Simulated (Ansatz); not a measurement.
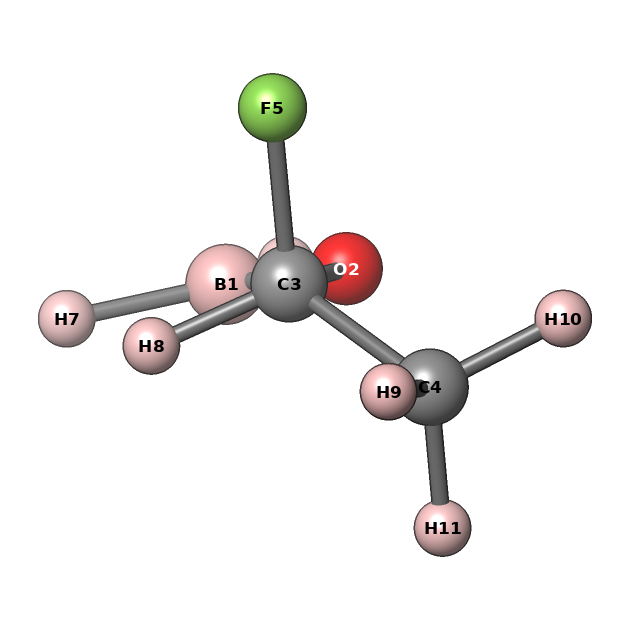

O2 lies behind C3. The molecule seen a little off the C3–O2 bond, C3 in front. Depth is shown by fading: the farther an atom, the more it takes the colour of the background. The computed structure is the end point of a PBE0-D4/def2-TZVP optimisation. No frequency run is at hand to confirm it as a minimum.

What is the torsion angle F5–C3–O2–B1? The sign is positive where the front bond must turn clockwise to cover the back bond.

−100°, about perpendicular.
